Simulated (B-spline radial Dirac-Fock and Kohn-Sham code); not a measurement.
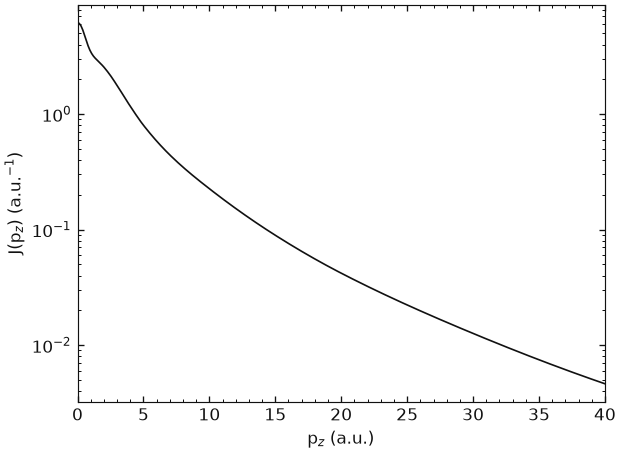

The total Compton profile J(pz). It refers to As⁺, configuration [Ar] 3d10 4s2 4p2, inside a Watson sphere of charge −1 and radius 1.8 Å that stands in for a crystal. Method: the impulse approximation on the Dirac–Fock momentum density (average of configuration) (computed with a B-spline radial code).

> What is the peak value?

J(0) = 6.19 a.u.⁻¹.

> What is the half width at half maximum?

About 1.3 a.u.

> What is the area under the whole profile, from −∞ to ∞?

32, the number of electrons.
